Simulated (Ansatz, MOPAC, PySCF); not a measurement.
ethylamine (SMILES CCN) and HF (SMILES F) are pulled apart as rigid monomers along the line of their centres of mass, from the B3LYP-D3(BJ)/def2-TZVP minimum. Starting geometry (charge 0, multiplicity 1):
```
atom    x (Å)    y (Å)    z (Å)
----  -------  -------  -------
C      1.2488   0.4907   0.0162
C     -0.2581   0.3102  -0.0588
N     -0.6906  -0.7789   0.8387
H      1.5661   1.3184  -0.6192
H      1.5586   0.6969   1.0408
H      1.7683  -0.4086  -0.3250
H     -0.5677   0.1293  -1.0943
H     -0.7585   1.2201   0.2771
H     -1.6941  -0.9165   0.7888
H     -0.2540  -1.6555   0.5716
F      0.0175  -0.0377   3.2182
H     -0.2674  -0.3668   2.3466
```

Interaction energies with rigid monomers; basis-set methods are counterpoise corrected unless marked otherwise.

Rows in 6-31G* carry no dispersion term and start afresh at each structure (6-31G* with six Cartesian d functions). The state that PM3 reach isn't checked.

The values were computed with Ansatz (a first-principles code) with Gaussian orbitals; MOPAC for PM3 (differences of heats of formation); PySCF for 6-31G* rows, the dispersion terms. Values without a source in brackets are computed.

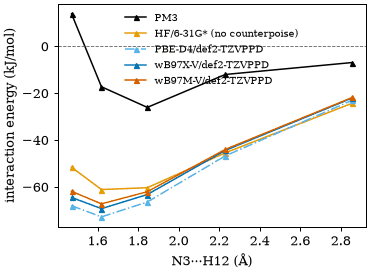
*Interaction energy against separation*

Task: Which level binds most strongly at N3···H12 = 1.62, and by how much?

Result: PBE-D4/def2-TZVPPD, -73 kJ/mol.
